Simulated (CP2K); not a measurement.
# CH5NSi (SMILES C[Si]N) at 4 levels

Wanted: a comparison of 4 runs (AM1, GFN2-xTB, PM6, GFN1-xTB) of CH5NSi. 

The calculation is run with CP2K 2026.2.

2 further runs of the same task are left out: 2 set aside as unsound or not needed. Runs told in other sessions of the task aren't counted.

## 1. The system as given

CH5NSi: 8 atoms, total charge 0, spin state singlet. As SMILES, `C[Si]N`. The C1–H5 distance was set to 1.422 Å, away from the relaxed value.

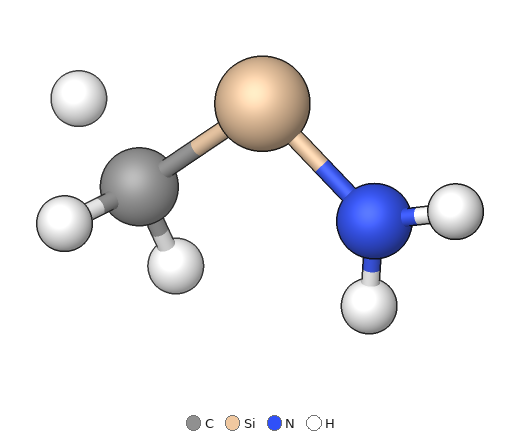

Viewed from a chosen angle; carbon grey, silicon light orange, nitrogen blue, hydrogen white.

## 2. A single-point energy at AM1 (run 1)

Input file qs.inp:

```
&GLOBAL
  PROJECT_NAME qs
  RUN_TYPE ENERGY
  PRINT_LEVEL MEDIUM
&END GLOBAL

&FORCE_EVAL
  METHOD QUICKSTEP
  &DFT
    CHARGE 0
    MULTIPLICITY 1
    &QS
      METHOD AM1
      EPS_DEFAULT 1.0E-10
      &SE
        &COULOMB
          CUTOFF [angstrom] 50
          RC_RANGE [angstrom] 0
        &END COULOMB
        &EXCHANGE
          CUTOFF [angstrom] 50
          RC_RANGE [angstrom] 0
        &END EXCHANGE
      &END SE
    &END QS
    ! cluster boundary conditions
    &POISSON
      PERIODIC NONE
      POISSON_SOLVER ANALYTIC
    &END POISSON
    ! self-consistent field
    &SCF
      SCF_GUESS ATOMIC
      EPS_SCF 1.0E-07
      MAX_SCF 80
      ADDED_MOS 4
      &DIAGONALIZATION
        ALGORITHM STANDARD
      &END DIAGONALIZATION
      &MIXING
        METHOD DIRECT_P_MIXING
        ALPHA 0.4
      &END MIXING
    &END SCF
    &PRINT
      &MOMENTS
        PERIODIC F
        REFERENCE COM
        MAX_MOMENT 1
      &END MOMENTS
      &MO ON
        ENERGIES T
        OCCUPATION_NUMBERS T
        NDIGITS 6
        &EACH
          QS_SCF 0
        &END EACH
        ADD_LAST NUMERIC
      &END MO
      &HIRSHFELD OFF
      &END HIRSHFELD
    &END PRINT
  &END DFT
  ! structure
  &SUBSYS
    &CELL
      ABC [angstrom] 15.1 15.5 14.8
      PERIODIC NONE
    &END CELL
    &COORD
      C      6.780100     8.507042     7.022203
      Si     8.403900     8.336142     8.002002
      N      8.372300     6.647942     8.265003
      H      6.413700     7.580542     6.570002
      H      6.906851     9.493358     6.005598
      H      6.008700     8.877343     7.710202
      H      9.091300     6.180442     8.794402
      H      7.665300     6.006642     7.934602
    &END COORD
  &END SUBSYS
&END FORCE_EVAL
```

Started as:

```bash
$ OMP_NUM_THREADS=1 cp2k.psmp -i qs.inp > qs.out 2>&1
```

The log of the run:

```text
CP2K| version string:                                       CP2K version 2026.2
[...]
 GLOBAL| Method name                                                        CP2K
[...]
 GLOBAL| Run type                                                         ENERGY
[...]
                             - Atoms:                                          8
[...]
                             - Spherical basis functions:                     17
[...]
 Number of electrons:                                                         18
[...]
     1 P_Mix/Diag. 0.40E+00    0.0     0.69751052       -13.3277989688 -1.33E+01
[...]
    21 DIIS/Diag.  0.66E-07    0.0     0.00000007       -17.8807463348 -1.07E-14
  *** SCF run converged in    21 steps ***
  Core-core repulsion energy [eV]:                            809.47117382176714
  Core Hamiltonian energy [eV]:                              -772.13324944866577
  Two-electron integral energy [eV]:                        -1047.79555306482416
  Electronic energy [eV]:                                   -1296.03102598107762
  Total energy [eV]:                                         -486.55985215931065
  Atomic reference energy [eV]:                               487.51506536362393
  Heat of formation [kcal/mol]:                                22.02774153298150
[...]
 SE_DIPOLE| Moment [Debye]          0.71744682       2.22568551       0.03429005
 SE_DIPOLE| Derivative [a.u.]       0.00000000       0.00000000       0.00000000
 ENERGY| Total FORCE_EVAL ( QS ) energy [hartree]            -17.880746334849825
[...]
```

It took 0.43 s on 1 thread of Arm Neoverse V1, shared host.

## 3. A single-point energy at GFN2-xTB (run 2)

Input file molecule.xyz:

```xyz
8

C     -0.689251     0.597085    -0.317495
Si     0.934549     0.426185     0.662305
N      0.902949    -1.262015     0.925305
H     -1.055651    -0.329415    -0.769695
H     -0.562500     1.583400    -1.334100
H     -1.460651     0.967385     0.370505
H      1.621949    -1.729515     1.454705
H      0.195949    -1.903315     0.594905
```

Input file mol.inp:

```
&GLOBAL
  PROJECT_NAME mol
  RUN_TYPE ENERGY
  PRINT_LEVEL MEDIUM
&END GLOBAL
&FORCE_EVAL
  METHOD QUICKSTEP
  &DFT
    # Quickstep
    &QS
      METHOD XTB
      EPS_DEFAULT 1.0E-10
      &XTB
        GFN_TYPE TBLITE
        &TBLITE
          METHOD GFN2
        &END TBLITE
        CHECK_ATOMIC_CHARGES F
      &END XTB
    &END QS
    # no periodic images
    &POISSON
      PERIODIC NONE
      POISSON_SOLVER ANALYTIC
    &END POISSON
    # SCF settings
    &SCF
      SCF_GUESS ATOMIC
      EPS_SCF 1.0E-06
      MAX_SCF 150
      ADDED_MOS 8
      &DIAGONALIZATION
        ALGORITHM STANDARD
      &END DIAGONALIZATION
      &MIXING
        METHOD DIRECT_P_MIXING
        ALPHA 0.4
      &END MIXING
      &SMEAR ON
        METHOD FERMI_DIRAC
        ELECTRONIC_TEMPERATURE [K] 300
      &END SMEAR
    &END SCF
    # extra output
    &PRINT
      &MOMENTS
        PERIODIC F
        REFERENCE COM
        MAX_MOMENT 1
      &END MOMENTS
      &MO ON
        ENERGIES T
        OCCUPATION_NUMBERS T
        NDIGITS 6
        &EACH
          QS_SCF 0
        &END EACH
        ADD_LAST NUMERIC
      &END MO
      &HIRSHFELD OFF
      &END HIRSHFELD
    &END PRINT
  &END DFT
  # structure
  &SUBSYS
    &CELL
      ABC 11.1 11.5 10.8
      PERIODIC NONE
    &END CELL
    &TOPOLOGY
      COORD_FILE_NAME molecule.xyz
      COORD_FILE_FORMAT XYZ
      &CENTER_COORDINATES
      &END CENTER_COORDINATES
    &END TOPOLOGY
  &END SUBSYS
&END FORCE_EVAL
```

Started as:

```bash
$ OMP_NUM_THREADS=1 cp2k.psmp -i mol.inp -o mol.out
```

The log of the run:

```text
CP2K| version string:                                       CP2K version 2026.2
[...]
 GLOBAL| Method name                                                        CP2K
[...]
 GLOBAL| Run type                                                         ENERGY
[...]
                             - Atoms:                                          8
[...]
                             - Spherical basis functions:                     22
[...]
 Number of electrons:                                                         18
[...]
  *** SCF run converged in    18 steps ***
[...]
  Fermi energy:                                                -0.24127371054905
[...]
 TB_DIPOLE| Moment [Debye]          1.46245683      -0.20076847       1.19175995
 TB_DIPOLE| Derivative [a.u.]       0.00000000       0.00000000       0.00000000
[...]
 ENERGY| Total FORCE_EVAL ( QS ) energy [hartree]             -9.259697147359903
[...]
```

Run time: 0.3 s. Hardware: 1 thread of Arm Neoverse V1, shared host.

## 4. A single-point energy at PM6 (run 3)

Input file molecule.pdb:

```
HETATM    1 C    MOL A   1      -0.689   0.597  -0.317  1.00  0.00           C
HETATM    2 Si   MOL A   1       0.935   0.426   0.662  1.00  0.00          SI
HETATM    3 N    MOL A   1       0.903  -1.262   0.925  1.00  0.00           N
HETATM    4 H    MOL A   1      -1.056  -0.329  -0.770  1.00  0.00           H
HETATM    5 H    MOL A   1      -0.562   1.583  -1.334  1.00  0.00           H
HETATM    6 H    MOL A   1      -1.461   0.967   0.371  1.00  0.00           H
HETATM    7 H    MOL A   1       1.622  -1.730   1.455  1.00  0.00           H
HETATM    8 H    MOL A   1       0.196  -1.903   0.595  1.00  0.00           H
END
```

Input file qs.inp:

```
&GLOBAL
  PROJECT_NAME qs
  RUN_TYPE ENERGY
  PRINT_LEVEL MEDIUM
&END GLOBAL

&FORCE_EVAL
  METHOD QS
  &DFT
    CHARGE 0
    MULTIPLICITY 1
    &QS
      METHOD PM6
      EPS_DEFAULT 1.0E-10
      &SE
        &COULOMB
          CUTOFF [angstrom] 50
          RC_RANGE [angstrom] 0
        &END COULOMB
        &EXCHANGE
          CUTOFF [angstrom] 50
          RC_RANGE [angstrom] 0
        &END EXCHANGE
      &END SE
    &END QS
    &POISSON
      PERIODIC NONE
      POISSON_SOLVER ANALYTIC
    &END POISSON
    &SCF
      SCF_GUESS ATOMIC
      EPS_SCF 1.0E-07
      MAX_SCF 100
      ADDED_MOS 8
      &DIAGONALIZATION
        ALGORITHM STANDARD
      &END DIAGONALIZATION
      &MIXING
        METHOD DIRECT_P_MIXING
        ALPHA 0.4
      &END MIXING
    &END SCF
    &PRINT
      &MOMENTS
        PERIODIC F
        REFERENCE COM
        MAX_MOMENT 1
      &END MOMENTS
      &MO ON
        ENERGIES T
        OCCUPATION_NUMBERS T
        NDIGITS 6
        &EACH
          QS_SCF 0
        &END EACH
        ADD_LAST NUMERIC
      &END MO
      &HIRSHFELD OFF
      &END HIRSHFELD
    &END PRINT
  &END DFT
  &SUBSYS
    &CELL
      ABC [angstrom] 19.1 19.5 18.8
      PERIODIC NONE
    &END CELL
    &TOPOLOGY
      COORD_FILE_NAME molecule.pdb
      COORD_FILE_FORMAT PDB
      CONN_FILE_FORMAT OFF
      &CENTER_COORDINATES
      &END CENTER_COORDINATES
    &END TOPOLOGY
  &END SUBSYS
&END FORCE_EVAL
```

Started as:

```bash
$ OMP_NUM_THREADS=1 cp2k.psmp -i qs.inp -o qs.out
```

The log of the run:

```text
CP2K| version string:                                       CP2K version 2026.2
[...]
 GLOBAL| Method name                                                        CP2K
[...]
 GLOBAL| Run type                                                         ENERGY
[...]
                             - Atoms:                                          8
[...]
                             - Spherical basis functions:                     22
[...]
 Number of electrons:                                                         18
[...]
     1 P_Mix/Diag. 0.40E+00    0.0     0.90036143       -11.4724646851 -1.15E+01
[...]
    20 DIIS/Diag.  0.23E-07    0.0     0.00000007       -16.1993678926 -5.33E-14
  *** SCF run converged in    20 steps ***
  Core-core repulsion energy [eV]:                            773.44433789024094
  Core Hamiltonian energy [eV]:                              -706.64196452410442
  Two-electron integral energy [eV]:                        -1015.21918264814974
  Electronic energy [eV]:                                   -1214.25155584817935
  Total energy [eV]:                                         -440.80721795793835
  Atomic reference energy [eV]:                               443.12373336362396
  Heat of formation [kcal/mol]:                                53.42011854861066
[...]
 SE_DIPOLE| Moment [Debye]          0.88350508       1.25325492       0.42941576
 SE_DIPOLE| Derivative [a.u.]       0.00000000       0.00000000       0.00000000
 ENERGY| Total FORCE_EVAL ( QS ) energy [hartree]            -16.199367892556868
[...]
```

Run time: 0.28 s. Hardware: 1 thread of Arm Neoverse V1, shared host.

## 5. A single-point energy at GFN1-xTB (run 4)

molecule.xyz is that of step 3.

Input file mol.inp:

```
&global
  project_name mol
  run_type ENERGY
  print_level MEDIUM
&end global

&force_eval
  method QUICKSTEP
  &dft
    ! Quickstep
    &qs
      method XTB
      eps_default 1.0E-10
      &xtb
        gfn_type 1
        check_atomic_charges F
      &end xtb
    &end qs
    &poisson
      periodic NONE
      poisson_solver ANALYTIC
    &end poisson
    &scf
      scf_guess ATOMIC
      eps_scf 1.0E-06
      max_scf 30
      &ot
        minimizer DIIS
        preconditioner FULL_ALL
      &end ot
      &outer_scf
        eps_scf 1.0E-06
        max_scf 5
      &end outer_scf
    &end scf
    ! extra output
    &print
      &moments
        periodic F
        reference COM
        max_moment 1
      &end moments
      &mo_cubes
        nlumo 3
        nhomo -1
        write_cube F
      &end mo_cubes
      &hirshfeld OFF
      &end hirshfeld
    &end print
  &end dft
  &subsys
    ! box in angstrom
    &cell
      abc 19.1 19.5 18.8
      periodic NONE
    &end cell
    &topology
      coord_file_name molecule.xyz
      coord_file_format XYZ
      &center_coordinates
      &end center_coordinates
    &end topology
  &end subsys
&end force_eval
```

Started as:

```bash
$ OMP_NUM_THREADS=1 cp2k.psmp mol.inp > mol.out
```

The log of the run:

```text
CP2K| version string:                                       CP2K version 2026.2
[...]
 GLOBAL| Method name                                                        CP2K
[...]
 GLOBAL| Run type                                                         ENERGY
[...]
                             - Atoms:                                          8
[...]
                             - Spherical basis functions:                     27
[...]
 Number of electrons:                                                         18
[...]
     1 OT DIIS     0.15E+00    0.0     0.05087433        -9.7662429959 -9.77E+00
[...]
     9 OT DIIS     0.15E+00    0.0     0.00000091        -9.7983362135 -2.85E-10
  *** SCF run converged in     9 steps ***
[...]
 TB_DIPOLE| Moment [Debye]          0.73158943      -0.57475778       0.69097734
 TB_DIPOLE| Derivative [a.u.]       0.00000000       0.00000000       0.00000000
[...]
 ENERGY| Total FORCE_EVAL ( QS ) energy [hartree]             -9.798336213549518
[...]
```

It took 0.45 s on 1 thread of Arm Neoverse V1, shared host.

## 6. All runs side by side

```csv
run,level,SCF convergence threshold,iteration cap,energy (Eh),dipole moment (D),HOMO energy (eV),LUMO energy (eV),wall time
1,AM1,1e-07,80,-17.880746,2.34,-7.33,-0.01,0.43 s
2,GFN2-xTB,1e-06,150,-9.259697,1.90,-8.62,-5.67,0.3 s
3,PM6,1e-07,100,-16.199368,1.59,-7.38,-0.38,0.28 s
4,GFN1-xTB,1e-06,30,-9.798336,1.16,-9.54,–,0.45 s
```

## 7. What came out

| quantity | value |
| --- | --- |
| run 4: total energy | -9.79834 Eh |
| run 4: dipole moment (from atomic charges alone) | 1.16 D |
| run 4: HOMO energy | -9.54 eV |
| run 4: dispersion energy | -5.78 kJ/mol |

The dipole moment (its size) runs from 1.16 D (GFN1-xTB) to 2.34 D (AM1). Some of these are taken from atomic charges alone. Over runs 1, 2, 3 the HOMO–LUMO gap runs from 2.95 eV (GFN2-xTB) to 7.32 eV (AM1). Force-field and semi-empirical energies have zeros of their own, so their totals don't compare. All runs together took 1.5 s, the longest 0.45 s.
